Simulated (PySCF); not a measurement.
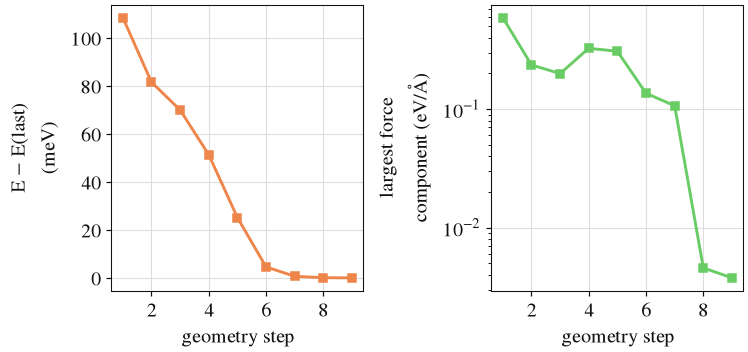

History of a geometry optimisation. PdS2 molecule, multiplicity 5; PySCF, UKS-based PBE0, Pd def2-SVP with ECP28, S def2-SVP; non-relativistic Hamiltonian with scalar-relativistic core potentials; density fitting. The start has point group C2v, which is kept. A held symmetry can leave a saddle point.

The optimisation met its thresholds at geometry 9, counting the start as the first. The energy fell by about 110 meV from the first step to the last. The largest force component goes from about 0.59 eV/Å at the start to 4 × 10⁻³ eV/Å at the end.
